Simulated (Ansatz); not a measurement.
# NH₃ with CH₃F: superposition error and deformation, part 1 of 3

Aim: split the binding of a pair into the counterpoise interaction, the basis-set superposition error and the cost of deforming the fragments.

The runs use Ansatz 0.2.0, Gaussian basis; PBE0-D4 structures, single points in def2-TZVPPD.

Levels: PBE-D4, revPBE-D4, BLYP-D4, r2SCAN-D4, B97M-V, PBE0-D4, B3LYP-D4, HSE06-D4, wB97X-V, wB97M-V, B2PLYP, Hartree-Fock, MP2, CCSD, CCSD(T).

Correlated methods freeze the cores. B3LYP uses VWN-RPA correlation. B2PLYP carries no dispersion term here.

129 further runs of the same task are left out: 129 set aside as unsound or not needed. Runs told in other sessions of the task aren't counted.

### Step 1. The starting structure

The relaxed pair: 9 atoms, charge 0, spin multiplicity 1.

Atoms are counted from 1 here; the program's logs count them from 0.

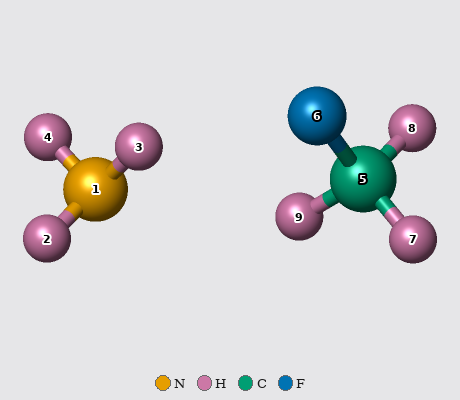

Start geometry, drawn with nitrogen amber, hydrogen pink, carbon teal, fluorine blue; atoms are numbered from 1 in the order of the file.

Geometry (Å):

```
N     0.0109   -0.1421   -1.7832
H    -0.8018   -0.1822   -2.3857
H    -0.0938    0.6744   -1.1913
H     0.8136    0.0199   -2.3785
C     0.0224   -0.1386    1.5714
F    -0.1414    1.1435    1.0722
H    -0.8431   -0.3841    2.1902
H     0.9316   -0.1630    2.1758
H     0.1016   -0.8277    0.7291
```

Atoms 1 to 4 are fragment A (NH₃), the rest fragment B (CH₃F). From earlier runs, pair energy (eV) and counterpoise interaction (kcal/mol):

```
      method      E(pair)  interaction
      PBE-D4  -5338.01594        -2.88
   revPBE-D4  -5342.64300        -2.35
     BLYP-D4  -5342.81592        -2.48
   r2SCAN-D4  -5341.27632        -2.76
      B97M-V  -5342.75044        -2.80
     PBE0-D4  -5338.31286        -2.85
    B3LYP-D4  -5344.50604        -2.73
    HSE06-D4  -5338.04143        -2.84
     wB97X-V  -5342.27654        -2.81
     wB97M-V  -5341.78544        -2.79
      B2PLYP  -5340.34926        -2.17
Hartree-Fock  -5315.11283        -1.18
         MP2  -5333.46393        -2.54
     CCSD(T)  -5334.83141        -2.60
```

First each fragment is run alone in its own basis, frozen in the shape it has in the pair (a, b).

### Step 2. PBE-D4/def2-TZVPPD

The input, a/in.yaml:

```yaml
crystal:
  periodic: [false, false, false]
  atoms:
    - {symbol: N, position_ang: [0.010886, -0.142125, -1.783221]}
    - {symbol: H, position_ang: [-0.801784, -0.182248, -2.385707]}
    - {symbol: H, position_ang: [-0.093751, 0.674397, -1.191312]}
    - {symbol: H, position_ang: [0.813622, 0.019934, -2.378539]}
basis:
  gaussian: {orbitals: "def2-TZVPPD.json"}
hamiltonian: {xc: pbe, dispersion: d4}
```

The input, b/in.yaml:

```yaml
crystal:
  periodic: [false, false, false]
  atoms:
    - {symbol: C, position_ang: [0.022419, -0.138647, 1.571410]}
    - {symbol: F, position_ang: [-0.141436, 1.143500, 1.072193]}
    - {symbol: H, position_ang: [-0.843119, -0.384118, 2.190247]}
    - {symbol: H, position_ang: [0.931575, -0.162953, 2.175769]}
    - {symbol: H, position_ang: [0.101588, -0.827740, 0.729062]}
basis:
  gaussian: {orbitals: "def2-TZVPPD.json"}
hamiltonian: {xc: pbe, dispersion: d4}
```

The basis file named in the input lies beside it (Basis Set Exchange, JSON).

Each run has its own folder and the same command.

Started as:

```sh
$ ansatz run in.yaml --threads 4 --pin off --events-out ev --progress --plain --max-ram 9574MiB
```

a printed:

```text
Functional definition: PBE
  name "PBE"
  cite "Perdew, Burke & Ernzerhof, Phys. Rev. Lett. 77, 3865 (1996) doi:10.1103/PhysRevLett.77.3865"
  parent pbe
  parameter kappa = 0.804
  parameter beta = 0.06672455060314922
  exchange = pbe_x(kappa = kappa, mu = beta*pi^2/3)
  correlation = pbe_c(beta = beta)
356 factors; their error is unknown
mean field evaluation 1: about -1529.6057 eV, gradient 6.7e1 eV
mean field evaluation 2: about -1502.5133 eV, gradient 1.1e2 eV
mean field evaluation 4: about -1537.7855 eV, gradient 1.9e0 eV
mean field evaluation 8: about -1537.7864 eV, gradient 2.6e-2 eV
mean field -1537.78644068 eV, -56.5126093459 hartree, gradient 8.7e-5 eV, S^2 0.000000; 0 other end points of the search recorded, 0 dependent functions left out
reference -1537.78646777 eV, -56.5126103416 hartree; 5, 5 occupied and 83, 83 virtual orbitals, 356 factors
Total energy: -1537.79784607 eV, -56.5130284864 hartree
```

Log of b, shortened:

```text
[... 4 set-up lines as earlier in the session ...]
[...]
548 factors; their error is unknown
[...]
mean field -3800.05986065 eV, -139.6496241057 hartree, gradient 4.1e-5 eV, S^2 0.000000; 0 other end points of the search recorded, 0 dependent functions left out
reference -3800.05990153 eV, -139.6496256083 hartree; 9, 9 occupied and 119, 119 virtual orbitals, 548 factors
Total energy: -3800.08850498 eV, -139.6506767656 hartree
```

Times: 0.35 s (a), 0.6 s (b) on 4 threads of Arm Neoverse N1, shared host.

### Step 3. r2SCAN-D4/def2-TZVPPD

Each input of step 2 (a, b) changes in the same lines:

```diff
-hamiltonian: {xc: pbe, dispersion: d4}
+hamiltonian: {xc: r2scan, dispersion: d4}
```

One command serves all of them, each in its own folder.

Started as:

```sh
$ ansatz run in.yaml --threads 4 --pin off --events-out ev --progress --plain --max-ram 9574MiB
```

Log of a, shortened:

```text
Functional definition: r2SCAN
  name "r2SCAN"
  cite "Furness, Kaplan, Ning, Perdew & Sun, J. Phys. Chem. Lett. 11, 8208 (2020) doi:10.1021/acs.jpclett.0c02405"
  cite "Furness, Kaplan, Ning, Perdew & Sun, J. Phys. Chem. Lett. 11, 9248 (2020) doi:10.1021/acs.jpclett.0c03077"
  parent r2scan
[...]
356 factors; their error is unknown
[...]
mean field -1538.79934613 eV, -56.5498329345 hartree, gradient 1.4e-5 eV, S^2 0.000000; 0 other end points of the search recorded, 0 dependent functions left out
reference -1538.79935410 eV, -56.5498332275 hartree; 5, 5 occupied and 83, 83 virtual orbitals, 356 factors
Total energy: -1538.80206716 eV, -56.5499329307 hartree
```

Output in b, shortened:

```text
[... 5 set-up lines as earlier in the session ...]
[...]
548 factors; their error is unknown
[...]
mean field -3802.34383007 eV, -139.7335584340 hartree, gradient 3.9e-5 eV, S^2 0.000000; 0 other end points of the search recorded, 0 dependent functions left out
reference -3802.34384282 eV, -139.7335589026 hartree; 9, 9 occupied and 119, 119 virtual orbitals, 548 factors
Total energy: -3802.35058517 eV, -139.7338066793 hartree
```

Wall times: 0.85 s (a), 1.4 s (b) on 4 threads of Arm Neoverse N1, shared host.

### Step 4. PBE0-D4/def2-TZVPPD

Each input of step 3 (a, b) changes in the same lines:

```diff
-hamiltonian: {xc: r2scan, dispersion: d4}
+hamiltonian: {xc: pbe0, dispersion: d4}
+output: {orbitals: {seedname: orbitals}}
```

One command serves all of them, each in its own folder.

Started as:

```sh
$ ansatz run in.yaml --threads 4 --pin off --events-out ev --progress --plain --max-ram 9574MiB
```

a printed, shortened:

```text
Functional definition: PBE0
  name "PBE0"
  cite "Adamo & Barone, J. Chem. Phys. 110, 6158 (1999) doi:10.1063/1.478522"
[... 2 set-up lines as earlier in the session ...]
[...]
356 factors; their error is unknown
[...]
mean field -1537.91266337 eV, -56.5172479442 hartree, gradient 4.2e-5 eV, S^2 0.000000; 0 other end points of the search recorded, 0 dependent functions left out
reference -1537.91268324 eV, -56.5172486743 hartree; 5, 5 occupied and 83, 83 virtual orbitals, 356 factors
Total energy: -1537.92179931 eV, -56.5175836839 hartree
```

Output in b, shortened:

```text
[... 5 set-up lines as earlier in the session ...]
[...]
548 factors; their error is unknown
[...]
mean field -3800.24090340 eV, -139.6562773041 hartree, gradient 1.4e-5 eV, S^2 0.000000; 0 other end points of the search recorded, 0 dependent functions left out
reference -3800.24093245 eV, -139.6562783717 hartree; 9, 9 occupied and 119, 119 virtual orbitals, 548 factors
Total energy: -3800.26398520 eV, -139.6571255447 hartree
```

Times: 0.35 s (a), 0.75 s (b) on 4 threads of Arm Neoverse N1, shared host.

### Step 5. B3LYP-D4/def2-TZVPPD

The same edit goes into each in.yaml of step 4 (a, b):

```diff
-hamiltonian: {xc: pbe0, dispersion: d4}
-output: {orbitals: {seedname: orbitals}}
+hamiltonian: {xc: {name: B3LYP}, dispersion: d4}
```

The same command starts each run, in its folder.

Started as:

```sh
$ ansatz run in.yaml --threads 4 --pin off --events-out ev --progress --plain --max-ram 9574MiB
```

a printed, shortened:

```text
Functional definition: B3LYP
  name "B3LYP"
  cite "Stephens, Devlin, Chabalowski & Frisch, J. Phys. Chem. 98, 11623 (1994) doi:10.1021/j100096a001"
  cite "Becke, Phys. Rev. A 38, 3098 (1988) doi:10.1103/PhysRevA.38.3098"
  cite "Lee, Yang & Parr, Phys. Rev. B 37, 785 (1988) doi:10.1103/PhysRevB.37.785"
  cite "Vosko, Wilk & Nusair, Can. J. Phys. 58, 1200 (1980) doi:10.1139/p80-159"
[...]
356 factors; their error is unknown
[...]
mean field -1539.90011394 eV, -56.5902854055 hartree, gradient 3.3e-5 eV, S^2 0.000000; 0 other end points of the search recorded, 0 dependent functions left out
reference -1539.90027993 eV, -56.5902915054 hartree; 5, 5 occupied and 83, 83 virtual orbitals, 356 factors
Total energy: -1539.91834131 eV, -56.5909552490 hartree
```

Output in b, shortened:

```text
[... 6 set-up lines as earlier in the session ...]
[...]
548 factors; their error is unknown
[...]
mean field -3804.41926000 eV, -139.8098290771 hartree, gradient 6.8e-5 eV, S^2 0.000000; 0 other end points of the search recorded, 0 dependent functions left out
reference -3804.41947220 eV, -139.8098368751 hartree; 9, 9 occupied and 119, 119 virtual orbitals, 548 factors
Total energy: -3804.46517345 eV, -139.8115163652 hartree
```

They took 0.4 s (a), 0.85 s (b) on 4 threads of Arm Neoverse N1, shared host.

### Step 6. wB97X-V/def2-TZVPPD

Each input of step 5 (a, b) changes in the same lines:

```diff
-hamiltonian: {xc: {name: B3LYP}, dispersion: d4}
+hamiltonian: {xc: {name: wB97X-V}}
```

One command serves all of them, each in its own folder.

Started as:

```sh
$ ansatz run in.yaml --threads 4 --pin off --events-out ev --progress --plain --max-ram 9574MiB
```

Output in a, shortened:

```text
Functional definition: wB97X-V
  name "wB97X-V"
  cite "Mardirossian & Head-Gordon, Phys. Chem. Chem. Phys. 16, 9904 (2014) doi:10.1039/C3CP54374A"
  cite "Becke, J. Chem. Phys. 107, 8554 (1997) doi:10.1063/1.475007"
  cite "Vydrov & Van Voorhis, J. Chem. Phys. 133, 244103 (2010) doi:10.1063/1.3521275"
[...]
      + integral(e_c_pw_opposite_spin*poly(b97_u_opposite, cos0, cos1)) + vv10(b, c)
356 factors; their error is unknown
117 factors; integrals over basis functions are off by at most 7.0e-6 eV
[...]
mean field -1539.18335012 eV, -56.5639448208 hartree, gradient 2.8e-5 eV, S^2 0.000000; 0 other end points of the search recorded, 0 dependent functions left out
reference -1539.18334879 eV, -56.5639447721 hartree; 5, 5 occupied and 83, 83 virtual orbitals, 356 factors
Total energy: -1539.18334879 eV, -56.5639447721 hartree
```

b printed, shortened:

```text
[... 5 set-up lines as earlier in the session ...]
[...]
      + integral(e_c_pw_opposite_spin*poly(b97_u_opposite, cos0, cos1)) + vv10(b, c)
548 factors; their error is unknown
177 factors; integrals over basis functions are off by at most 2.4e-5 eV
[...]
mean field -3802.96803370 eV, -139.7564974941 hartree, gradient 7.7e-5 eV, S^2 0.000000; 0 other end points of the search recorded, 0 dependent functions left out
reference -3802.96803184 eV, -139.7564974257 hartree; 9, 9 occupied and 119, 119 virtual orbitals, 548 factors
Total energy: -3802.96803184 eV, -139.7564974257 hartree
```

Times: 1 s (a), 2.1 s (b) on 4 threads of Arm Neoverse N1, shared host.

### Step 7. wB97M-V/def2-TZVPPD

The same edit goes into each in.yaml of step 6 (a, b):

```diff
-hamiltonian: {xc: {name: wB97X-V}}
+hamiltonian: {xc: {name: wB97M-V}}
```

One command serves all of them, each in its own folder.

Started as:

```sh
$ ansatz run in.yaml --threads 4 --pin off --events-out ev --progress --plain --max-ram 9574MiB
```

Log of a, shortened:

```text
Functional definition: wB97M-V
  name "wB97M-V"
  cite "Mardirossian & Head-Gordon, J. Chem. Phys. 144, 214110 (2016) doi:10.1063/1.4952647"
[... 2 set-up lines as earlier in the session ...]
  # Of w^i u^j: cxij and so on, Table III.
[...]
  gx(w, u) = 1 - cx + cx01*u + cx10*w
[...]
      + integral(e_c_pw_mod_opposite_spin*gos(b97_w_opposite, b97_u_opposite)) + vv10(b, c)
356 factors; their error is unknown
117 factors; integrals over basis functions are off by at most 7.0e-6 eV
[...]
mean field -1538.88740428 eV, -56.5530690118 hartree, gradient 3.4e-6 eV, S^2 0.000000; 0 other end points of the search recorded, 0 dependent functions left out
reference -1538.88743736 eV, -56.5530702277 hartree; 5, 5 occupied and 83, 83 virtual orbitals, 356 factors
Total energy: -1538.88743736 eV, -56.5530702277 hartree
```

Output in b, shortened:

```text
[... 5 set-up lines as earlier in the session ...]
  # Of w^i u^j: cxij and so on, Table III.
[...]
  gx(w, u) = 1 - cx + cx01*u + cx10*w
[...]
      + integral(e_c_pw_mod_opposite_spin*gos(b97_w_opposite, b97_u_opposite)) + vv10(b, c)
548 factors; their error is unknown
177 factors; integrals over basis functions are off by at most 2.4e-5 eV
[...]
mean field -3802.77295272 eV, -139.7493284002 hartree, gradient 1.2e-5 eV, S^2 0.000000; 0 other end points of the search recorded, 0 dependent functions left out
reference -3802.77299915 eV, -139.7493301066 hartree; 9, 9 occupied and 119, 119 virtual orbitals, 548 factors
Total energy: -3802.77299915 eV, -139.7493301066 hartree
```

Times: 1 s (a), 2.3 s (b) on 4 threads of Arm Neoverse N1, shared host.

### Step 8. B2PLYP/def2-TZVPPD

Each input of step 7 (a, b) changes in the same lines:

```diff
-hamiltonian: {xc: {name: wB97M-V}}
+hamiltonian: {xc: {name: B2PLYP}}
```

Each run has its own folder and the same command.

Started as:

```sh
$ ansatz run in.yaml --threads 4 --pin off --events-out ev --progress --plain --max-ram 9574MiB
```

Log of a, shortened:

```text
Functional definition: B2PLYP
  name "B2PLYP"
  cite "Grimme, J. Chem. Phys. 124, 034108 (2006) doi:10.1063/1.2148954"
[... 2 set-up lines as earlier in the session ...]
[...]
497 factors; integrals over basis functions are off by at most 7.5e-4 eV
[...]
mean field -1536.41536222 eV, -56.4622231418 hartree, gradient 2.6e-6 eV, S^2 0.000000; 0 other end points of the search recorded, 0 dependent functions left out
1 core orbitals not correlated: weight in the atoms' cores, before any rotation towards them, 1.000 or more for the frozen orbitals, at most 0.000 for the correlated occupied ones
reference -1536.41546583 eV, -56.4622269496 hartree; 4, 4 occupied and 83, 83 virtual orbitals, 497 factors
second order -7.69439680 eV of doubles, -0.00000000 eV of singles
Total energy: -1538.49295297 eV, -56.5385731937 hartree
```

Output in b, shortened:

```text
[... 5 set-up lines as earlier in the session ...]
[...]
753 factors; integrals over basis functions are off by at most 8.3e-4 eV
[...]
mean field -3797.95595253 eV, -139.5723069086 hartree, gradient 3.7e-6 eV, S^2 0.000000; 0 other end points of the search recorded, 0 dependent functions left out
2 core orbitals not correlated: weight in the atoms' cores, before any rotation towards them, 1.000 or more for the frozen orbitals, at most 0.000 for the correlated occupied ones
reference -3797.95607844 eV, -139.5723115356 hartree; 7, 7 occupied and 119, 119 virtual orbitals, 753 factors
second order -14.06914217 eV of doubles, -0.00000000 eV of singles
Total energy: -3801.75474683 eV, -139.7119100240 hartree
```

Wall times: 0.55 s (a), 1.3 s (b) on 4 threads of Arm Neoverse N1, shared host.

### Step 9. BLYP-D4/def2-TZVPPD

Each input of step 8 (a, b) changes in the same lines:

```diff
-hamiltonian: {xc: {name: B2PLYP}}
+hamiltonian: {xc: {name: BLYP}, dispersion: d4}
```

One command serves all of them, each in its own folder.

Started as:

```sh
$ ansatz run in.yaml --threads 4 --pin off --events-out ev --progress --plain --max-ram 9574MiB
```

Output in a, shortened:

```text
Functional definition: BLYP
  name "BLYP"
[... 2 set-up lines as earlier in the session ...]
[...]
356 factors; their error is unknown
[...]
mean field -1539.16566397 eV, -56.5632948671 hartree, gradient 8.3e-5 eV, S^2 0.000000; 0 other end points of the search recorded, 0 dependent functions left out
reference -1539.16589361 eV, -56.5633033059 hartree; 5, 5 occupied and 83, 83 virtual orbitals, 356 factors
Total energy: -1539.19334366 eV, -56.5643120769 hartree
```

b printed, shortened:

```text
[... 4 set-up lines as earlier in the session ...]
[...]
548 factors; their error is unknown
[...]
mean field -3803.44120043 eV, -139.7738860508 hartree, gradient 2.6e-5 eV, S^2 0.000000; 0 other end points of the search recorded, 0 dependent functions left out
reference -3803.44149564 eV, -139.7738968994 hartree; 9, 9 occupied and 119, 119 virtual orbitals, 548 factors
Total energy: -3803.50990969 eV, -139.7764110693 hartree
```

Times: 0.4 s (a), 0.75 s (b) on 4 threads of Arm Neoverse N1, shared host.

### Step 10. revPBE-D4/def2-TZVPPD

Each input of step 9 (a, b) changes in the same lines:

```diff
-hamiltonian: {xc: {name: BLYP}, dispersion: d4}
+hamiltonian: {xc: {name: revPBE}, dispersion: d4}
```

One command serves all of them, each in its own folder.

Started as:

```sh
$ ansatz run in.yaml --threads 4 --pin off --events-out ev --progress --plain --max-ram 9574MiB
```

Output in a, shortened:

```text
Functional definition: revPBE
  name "revPBE"
  cite "Zhang & Yang, Phys. Rev. Lett. 80, 890 (1998) doi:10.1103/PhysRevLett.80.890"
[... 1 set-up line as earlier in the session ...]
[...]
356 factors; their error is unknown
[...]
mean field -1539.33666136 eV, -56.5695789050 hartree, gradient 6.7e-6 eV, S^2 0.000000; 0 other end points of the search recorded, 0 dependent functions left out
reference -1539.33669528 eV, -56.5695801516 hartree; 5, 5 occupied and 83, 83 virtual orbitals, 356 factors
Total energy: -1539.39112883 eV, -56.5715805478 hartree
```

Output in b, shortened:

```text
[... 4 set-up lines as earlier in the session ...]
[...]
548 factors; their error is unknown
[...]
mean field -3803.01810465 eV, -139.7583375675 hartree, gradient 4.5e-5 eV, S^2 0.000000; 0 other end points of the search recorded, 0 dependent functions left out
reference -3803.01815612 eV, -139.7583394591 hartree; 9, 9 occupied and 119, 119 virtual orbitals, 548 factors
Total energy: -3803.14542376 eV, -139.7630164587 hartree
```

They took 0.3 s (a), 0.65 s (b) on 4 threads of Arm Neoverse N1, shared host.

### Step 11. B97M-V/def2-TZVPPD

Each input of step 10 (a, b) changes in the same lines:

```diff
-hamiltonian: {xc: {name: revPBE}, dispersion: d4}
+hamiltonian: {xc: {name: B97M-V}}
```

One command serves all of them, each in its own folder.

Started as:

```sh
$ ansatz run in.yaml --threads 4 --pin off --events-out ev --progress --plain --max-ram 9574MiB
```

Log of a, shortened:

```text
Functional definition: B97M-V
  name "B97M-V"
  cite "Mardirossian & Head-Gordon, J. Chem. Phys. 142, 074111 (2015) doi:10.1063/1.4907719"
[... 2 set-up lines as earlier in the session ...]
  # Of w^i u^j: cxij and so on, Table III.
[...]
  gx(w, u) = cx00 + cx01*u + cx02*u^2 + (cx10 + cx11*u)*w
[...]
  gos(w, u) = cos00 + cos01*u + cos03*u^3 + cos10*w + cos32*w^3*u^2
[...]
      + integral(e_c_pw_mod_opposite_spin*gos(b97_w_opposite, b97_u_opposite)) + vv10(b, c)
356 factors; their error is unknown
[...]
mean field -1539.43448101 eV, -56.5731737111 hartree, gradient 5.4e-5 eV, S^2 0.000000; 0 other end points of the search recorded, 0 dependent functions left out
reference -1539.43452082 eV, -56.5731751738 hartree; 5, 5 occupied and 83, 83 virtual orbitals, 356 factors
Total energy: -1539.43452082 eV, -56.5731751738 hartree
```

b printed, shortened:

```text
[... 5 set-up lines as earlier in the session ...]
  # Of w^i u^j: cxij and so on, Table III.
[...]
  gx(w, u) = cx00 + cx01*u + cx02*u^2 + (cx10 + cx11*u)*w
[...]
  gos(w, u) = cos00 + cos01*u + cos03*u^3 + cos10*w + cos32*w^3*u^2
[...]
      + integral(e_c_pw_mod_opposite_spin*gos(b97_w_opposite, b97_u_opposite)) + vv10(b, c)
548 factors; their error is unknown
[...]
mean field -3803.19101746 eV, -139.7646919961 hartree, gradient 2.9e-5 eV, S^2 0.000000; 0 other end points of the search recorded, 0 dependent functions left out
reference -3803.19107258 eV, -139.7646940216 hartree; 9, 9 occupied and 119, 119 virtual orbitals, 548 factors
Total energy: -3803.19107258 eV, -139.7646940216 hartree
```

Times: 1 s (a), 2.3 s (b) on 4 threads of Arm Neoverse N1, shared host.

### Step 12. HSE06-D4/def2-TZVPPD

Each input of step 11 (a, b) changes in the same lines:

```diff
-hamiltonian: {xc: {name: B97M-V}}
+hamiltonian: {xc: hse06, dispersion: d4}
```

The same command starts each run, in its folder.

Started as:

```sh
$ ansatz run in.yaml --threads 4 --pin off --events-out ev --progress --plain --max-ram 9574MiB
```

Output in a, shortened:

```text
Functional definition: HSE06
  name "HSE06"
  cite "Heyd, Scuseria & Ernzerhof, J. Chem. Phys. 118, 8207 (2003) doi:10.1063/1.1564060"
  cite "Krukau, Vydrov, Izmaylov & Scuseria, J. Chem. Phys. 125, 224106 (2006) doi:10.1063/1.2404663"
  cite "Heyd & Scuseria, J. Chem. Phys. 120, 7274 (2004) doi:10.1063/1.1668634"
  cite "Ernzerhof & Perdew, J. Chem. Phys. 109, 3313 (1998) doi:10.1063/1.476928"
[...]
  # The whole range is PBE's own exchange, as in plane waves. The composition of these papers is wPBEh.
[...]
356 factors; their error is unknown
44 factors; integrals over basis functions are off by at most 2.8e-6 eV
[...]
mean field -1537.82533432 eV, -56.5140386606 hartree, gradient 4.2e-5 eV, S^2 0.000000; 0 other end points of the search recorded, 0 dependent functions left out
reference -1537.82536077 eV, -56.5140396329 hartree; 5, 5 occupied and 83, 83 virtual orbitals, 356 factors
Total energy: -1537.83356298 eV, -56.5143410585 hartree
```

b printed, shortened:

```text
[... 6 set-up lines as earlier in the session ...]
[...]
548 factors; their error is unknown
55 factors; integrals over basis functions are off by at most 5.4e-6 eV
[...]
mean field -3800.06039404 eV, -139.6496437074 hartree, gradient 2.0e-5 eV, S^2 0.000000; 0 other end points of the search recorded, 0 dependent functions left out
reference -3800.06043242 eV, -139.6496451181 hartree; 9, 9 occupied and 119, 119 virtual orbitals, 548 factors
Total energy: -3800.08127836 eV, -139.6504111921 hartree
```

Times: 0.45 s (a), 0.9 s (b) on 4 threads of Arm Neoverse N1, shared host.

(Continued in part 2 of 3.)
